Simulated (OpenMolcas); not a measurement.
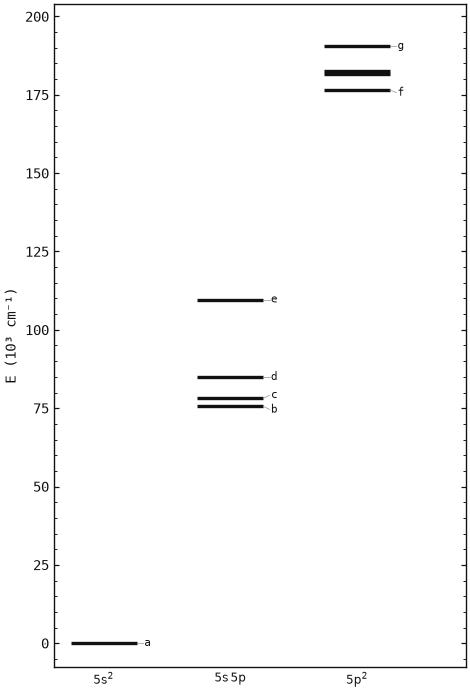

Fig. 1: The lowest computed levels of Te⁴⁺, 7 of them lettered. a: 5s² ¹S₀ at 0; b: 5s 5p ³P°₀ at 75,600 cm⁻¹; c: 5s 5p ³P°₁ at 78,200 cm⁻¹; d: 5s 5p ³P°₂ at 85,000 cm⁻¹; e: 5s 5p ¹P°₁ at 110,000 cm⁻¹; f: 5p² ³P₀ at 177,000 cm⁻¹; g: 5p² ³P₂ at 191,000 cm⁻¹.

Multiconfigurational calculation, with input and output: Te⁴⁺

- system: Te⁴⁺.
- method: state-averaged SS-RASPT2, IPEA shift 0, imaginary shift 0.1 hartree, closed shells 4d correlated, active space 2 electrons in the shells 5s 5p 5d; RAS3 5d with at most 2 electrons, basis ANO-RCC, DKH2 scalar Hamiltonian, spin-orbit coupling by RASSI with atomic mean-field integrals (OpenMolcas)

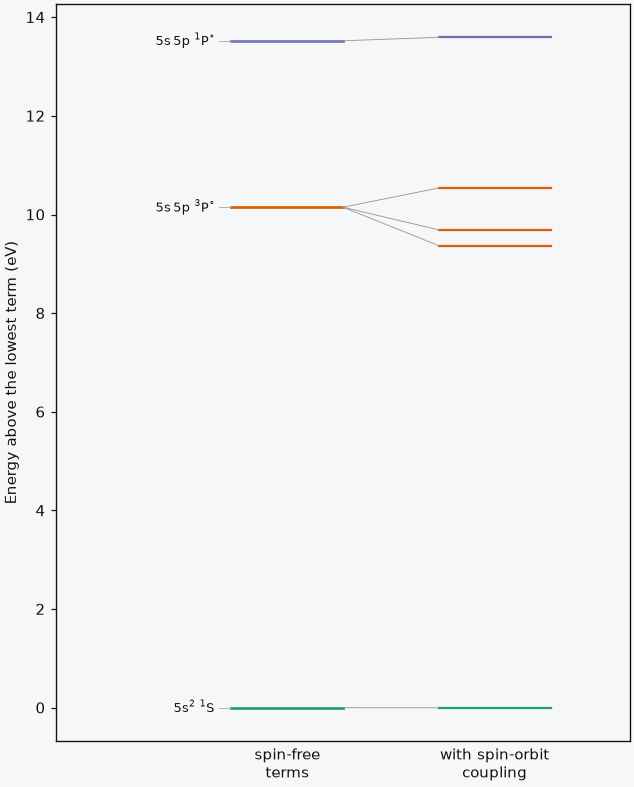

Fig. 2: Terms of Te V (Te⁴⁺) without and with spin-orbit coupling; the J values are left off. 5s² ¹S (at 0) gives the one level J = 0; 5s 5p ³P° (at 10.1 eV) splits over 1.17 eV into J = 0, 1, 2 from the bottom up (normal); 5s 5p ¹P° (at 13.5 eV) gives the one level J = 1. The ground level lies 0.00151 eV below the lowest term.

Input and output of the run follow.

### The input
```
&GATEWAY
Coord
1

Te 0.0 0.0 0.0
Basis=ANO-RCC
Group=XYZ
NoMove
AngMom=0.0 0.0 0.0
AMFI
&SEWARD
&RASSCF
FileOrb=start.orb
Symmetry=1
Spin=3
nActEl=2 0 0
Inactive=14 9
Ras2=1 3
CIRoot=3 3 1
SDav=3
CIMx=300
Iter=120 100
PrWF=0.3
OrbListing=Nothing
MaxOrb=0
Atom
>>> COPY $Project.JobIph JOBPRE
&RASSCF
FileOrb=start.orb
Symmetry=1
Spin=3
nActEl=2 0 2
Inactive=14 9
Ras2=1 3
Ras3=5 0
CIRoot=3 3 1
SDav=18
CIMx=300
Iter=120 100
PrWF=0.3
OrbListing=Nothing
MaxOrb=0
Thrs=2.0e-7 1.0e-1 5.0e-4
Atom
>>> COPY $Project.JobIph JOB001
&RASSCF
FileOrb=start.orb
Symmetry=1
Spin=1
nActEl=2 0 2
Inactive=14 9
Ras2=1 3
Ras3=5 0
CIRoot=7 7 1
SDav=27
CIMx=300
Iter=120 100
PrWF=0.3
OrbListing=Nothing
MaxOrb=0
Thrs=2.0e-7 1.0e-1 5.0e-4
Atom
>>> COPY $Project.JobIph JOB002
&RASSCF
FileOrb=start.orb
Symmetry=2
Spin=3
nActEl=2 0 2
Inactive=14 9
Ras2=1 3
Ras3=5 0
CIRoot=3 3 1
SDav=18
CIMx=300
Iter=120 100
PrWF=0.3
OrbListing=Nothing
MaxOrb=0
Thrs=2.0e-7 1.0e-1 5.0e-4
Atom
>>> COPY $Project.JobIph JOB003
&RASSCF
FileOrb=start.orb
Symmetry=2
Spin=1
nActEl=2 0 2
Inactive=14 9
Ras2=1 3
Ras3=5 0
CIRoot=3 3 1
SDav=18
CIMx=300
Iter=120 100
PrWF=0.3
OrbListing=Nothing
MaxOrb=0
Thrs=2.0e-7 1.0e-1 5.0e-4
Atom
>>> COPY $Project.JobIph JOB004
&RASSI
NrOfJobIphs=4 3 7 3 3
1 2 3
1 2 3 4 5 6 7
1 2 3
1 2 3
IphNames
JOB001
JOB002
JOB003
JOB004
EJob
SpinOrbit
DIPRint=1.0
SOCoupling=1000.0
Subsets=2
MEES
Property=10
'ANGMOM' 1 'ANGMOM' 2 'ANGMOM' 3 'MLTPL  1' 1 'MLTPL  1' 2 'MLTPL  1' 3
'AMFI' 1 'AMFI' 2 'AMFI' 3 'MLTPL  2' 6
SOProperty=3
'ANGMOM' 1 'ANGMOM' 2 'ANGMOM' 3
>>> COPY JOB001 $Project.JobIph
&CASPT2
Multistate=3 1 2 3
Frozen=9 9
IPEA=0.0
Imaginary=0.1
MaxIter=60
WThr=0.0 0.3 0.05
PrWF=0.5
NoMix
>>> COPY JOB002 $Project.JobIph
&CASPT2
Multistate=7 1 2 3 4 5 6 7
Frozen=9 9
IPEA=0.0
Imaginary=0.1
MaxIter=60
WThr=0.0 0.3 0.05
PrWF=0.5
NoMix
>>> COPY JOB003 $Project.JobIph
&CASPT2
Multistate=3 1 2 3
Frozen=9 9
IPEA=0.0
Imaginary=0.1
MaxIter=60
WThr=0.0 0.3 0.05
PrWF=0.5
NoMix
>>> COPY JOB004 $Project.JobIph
&CASPT2
Multistate=3 1 2 3
Frozen=9 9
IPEA=0.0
Imaginary=0.1
MaxIter=60
WThr=0.0 0.3 0.05
PrWF=0.5
NoMix
```

The file start.orb holds starting orbitals from an earlier step. A driver script formed the levels outside the program, from RASSI's spin-orbit matrix and the CASPT2 energies (for multi-state variants, the effective Hamiltonian), averaged over the components of each term or state. The log and the time are those of the CASPT2 step.

### Output (extracts)
```
--- CASPT2 ---
Orbital specifications:
      -----------------------

      Symmetry species                           1   2
                                                ag  au
      Frozen orbitals                            9   9
      Inactive orbitals                          5   0
      Active orbitals                            6   3
      Secondary orbitals                        57  50
      Deleted orbitals                           0   0
      Number of basis functions                 77  62
Type of calculation                        MS-CASPT2
      Fock operator                              state-specific
      IPEA shift                                 0.00
      Real shift                                 0.00
      Imaginary shift                            0.10
      The input orbitals will be transformed to quasi-canonical
Reference energy:       -6785.1691888582
      E2 (Non-variational):      -0.4478488943
      Shift correction:          -0.0000934492
      E2 (Variational):          -0.4479423434
      Total energy:           -6785.6171312016
      Residual norm:              0.0000001895
      Reference weight:           0.94649
      Contributions to the CASPT2 correlation energy
      Active & Virtual Only:         -0.0011949051
      One Inactive Excited:          -0.0877268394
      Two Inactive Excited:          -0.3589271497
Reference energy:       -6785.1691888578
      E2 (Non-variational):      -0.4478488943
      Shift correction:          -0.0000934492
      E2 (Variational):          -0.4479423434
      Total energy:           -6785.6171312013
      Residual norm:              0.0000001895
      Reference weight:           0.94649
      Contributions to the CASPT2 correlation energy
      Active & Virtual Only:         -0.0011949051
      One Inactive Excited:          -0.0877268394
      Two Inactive Excited:          -0.3589271497
::    CASPT2 Root  1     Total energy:  -6785.61713120
::    CASPT2 Root  2     Total energy:  -6785.61713120
::    CASPT2 Root  3     Total energy:  -6785.61713120
::    MS-CASPT2 Root  1     Total energy:  -6785.61713120
::    MS-CASPT2 Root  2     Total energy:  -6785.61713120
::    MS-CASPT2 Root  3     Total energy:  -6785.61713120
--- CASPT2 ---
Orbital specifications:
      -----------------------

      Symmetry species                           1   2
                                                ag  au
      Frozen orbitals                            9   9
      Inactive orbitals                          5   0
      Active orbitals                            6   3
      Secondary orbitals                        57  50
      Deleted orbitals                           0   0
      Number of basis functions                 77  62
Type of calculation                        MS-CASPT2
      Fock operator                              state-specific
      IPEA shift                                 0.00
      Real shift                                 0.00
      Imaginary shift                            0.10
      The input orbitals will be transformed to quasi-canonical
Reference energy:       -6785.9935519153
      E2 (Non-variational):      -0.4649824832
      Shift correction:          -0.0000881990
      E2 (Variational):          -0.4650706822
      Total energy:           -6786.4586225975
      Residual norm:              0.0000009841
      Reference weight:           0.94578
      Contributions to the CASPT2 correlation energy
      Active & Virtual Only:         -0.0053147363
      One Inactive Excited:          -0.1006613501
      Two Inactive Excited:          -0.3590063969
Reference energy:       -6785.1864078057
      E2 (Non-variational):      -0.4271452964
      Shift correction:          -0.0000822784
      E2 (Variational):          -0.4272275748
      Total energy:           -6785.6136353805
      Residual norm:              0.0000001286
      Reference weight:           0.95116
      Contributions to the CASPT2 correlation energy
      Active & Virtual Only:         -0.0016177719
      One Inactive Excited:          -0.0670519513
      Two Inactive Excited:          -0.3584755732
::    CASPT2 Root  1     Total energy:  -6786.45862260
::    CASPT2 Root  2     Total energy:  -6785.61363538
::    CASPT2 Root  3     Total energy:  -6785.61363483
::    CASPT2 Root  4     Total energy:  -6785.61363538
::    CASPT2 Root  5     Total energy:  -6785.61363538
::    CASPT2 Root  6     Total energy:  -6785.61364064
::    CASPT2 Root  7     Total energy:  -6785.50293055
::    MS-CASPT2 Root  1     Total energy:  -6786.46133842
::    MS-CASPT2 Root  2     Total energy:  -6785.61364150
::    MS-CASPT2 Root  3     Total energy:  -6785.61363539
::    MS-CASPT2 Root  4     Total energy:  -6785.61363538
::    MS-CASPT2 Root  5     Total energy:  -6785.61363537
::    MS-CASPT2 Root  6     Total energy:  -6785.61363483
::    MS-CASPT2 Root  7     Total energy:  -6785.50021387
--- CASPT2 ---
Orbital specifications:
      -----------------------

      Symmetry species                           1   2
                                                ag  au
      Frozen orbitals                            9   9
      Inactive orbitals                          5   0
      Active orbitals                            6   3
      Secondary orbitals                        57  50
      Deleted orbitals                           0   0
      Number of basis functions                 77  62
Type of calculation                        MS-CASPT2
      Fock operator                              state-specific
      IPEA shift                                 0.00
      Real shift                                 0.00
      Imaginary shift                            0.10
      The input orbitals will be transformed to quasi-canonical
Reference energy:       -6785.6481169112
      E2 (Non-variational):      -0.4375115488
      Shift correction:          -0.0000755270
      E2 (Variational):          -0.4375870758
      Total energy:           -6786.0857039870
      Residual norm:              0.0000006871
      Reference weight:           0.95080
      Contributions to the CASPT2 correlation energy
      Active & Virtual Only:         -0.0009158467
      One Inactive Excited:          -0.0777966106
      Two Inactive Excited:          -0.3587990915
Reference energy:       -6785.6481169112
      E2 (Non-variational):      -0.4375115488
      Shift correction:          -0.0000755270
      E2 (Variational):          -0.4375870758
      Total energy:           -6786.0857039870
      Residual norm:              0.0000006871
      Reference weight:           0.95080
      Contributions to the CASPT2 correlation energy
      Active & Virtual Only:         -0.0009158467
      One Inactive Excited:          -0.0777966106
      Two Inactive Excited:          -0.3587990915
::    CASPT2 Root  1     Total energy:  -6786.08570399
::    CASPT2 Root  2     Total energy:  -6786.08570399
::    CASPT2 Root  3     Total energy:  -6786.08570399
::    MS-CASPT2 Root  1     Total energy:  -6786.08570399
::    MS-CASPT2 Root  2     Total energy:  -6786.08570399
::    MS-CASPT2 Root  3     Total energy:  -6786.08570399
--- CASPT2 ---
Orbital specifications:
      -----------------------

      Symmetry species                           1   2
                                                ag  au
      Frozen orbitals                            9   9
      Inactive orbitals                          5   0
      Active orbitals                            6   3
      Secondary orbitals                        57  50
      Deleted orbitals                           0   0
      Number of basis functions                 77  62
Type of calculation                        MS-CASPT2
      Fock operator                              state-specific
      IPEA shift                                 0.00
      Real shift                                 0.00
      Imaginary shift                            0.10
      The input orbitals will be transformed to quasi-canonical
Reference energy:       -6785.4798002409
      E2 (Non-variational):      -0.4817550895
      Shift correction:          -0.0001179235
      E2 (Variational):          -0.4818730130
      Total energy:           -6785.9616732539
      Residual norm:              0.0000000841
      Reference weight:           0.93911
      Contributions to the CASPT2 correlation energy
      Active & Virtual Only:         -0.0071962715
      One Inactive Excited:          -0.1157432585
      Two Inactive Excited:          -0.3588155595
Reference energy:       -6785.4798002409
      E2 (Non-variational):      -0.4817550895
      Shift correction:          -0.0001179235
      E2 (Variational):          -0.4818730130
      Total energy:           -6785.9616732539
      Residual norm:              0.0000000841
      Reference weight:           0.93911
      Contributions to the CASPT2 correlation energy
      Active & Virtual Only:         -0.0071962715
      One Inactive Excited:          -0.1157432585
      Two Inactive Excited:          -0.3588155595
::    CASPT2 Root  1     Total energy:  -6785.96167325
::    CASPT2 Root  2     Total energy:  -6785.96167325
::    CASPT2 Root  3     Total energy:  -6785.96167325
::    MS-CASPT2 Root  1     Total energy:  -6785.96167325
::    MS-CASPT2 Root  2     Total energy:  -6785.96167325
::    MS-CASPT2 Root  3     Total energy:  -6785.96167325
```

### Spin-orbit levels, grouped by J and assigned

```csv
Configuration,Level,E (cm⁻¹),LS purity (%),Landé g
5s²,¹S₀,0,100,–
5s 5p,³P°₀,"75,570",100,–
5s 5p,³P°₁,"78,150",98,1.492
5s 5p,³P°₂,"85,000",100,1.501
5s 5p,¹P°₁,"109,600",98,1.009
5p²,³P₀,"176,500",94,–
5p²,³P₁,"181,700",100,1.501
5p²,¹D₂,"182,700",64,1.178
5p²,³P₂,"190,500",64,1.323
```

### Key numbers

| quantity | value |
| --- | --- |
| outcome | converged |
| lowest level | 5s² ¹S₀ |
| first excited level | 5s 5p ³P°₀, 75,568 cm⁻¹ |
| energy of the lowest spin-free term | −6786.45862 hartree |
| energy of the lowest spin-orbit level | −6786.45868 hartree |
| CASPT2 correlation energy | −0.4651 hartree |
| largest spread among components of a term | 1.3 cm⁻¹ |
| lowest reference weight | 0.936 |
| hardware | 1 CPU thread, shared host |
| wall time | 21 s |

### Notes

The run is of multi-state type; this report uses its single-state energies. Caveats: extra active shells serve correlation only, their own levels not computed; only configurations of the active space are included.
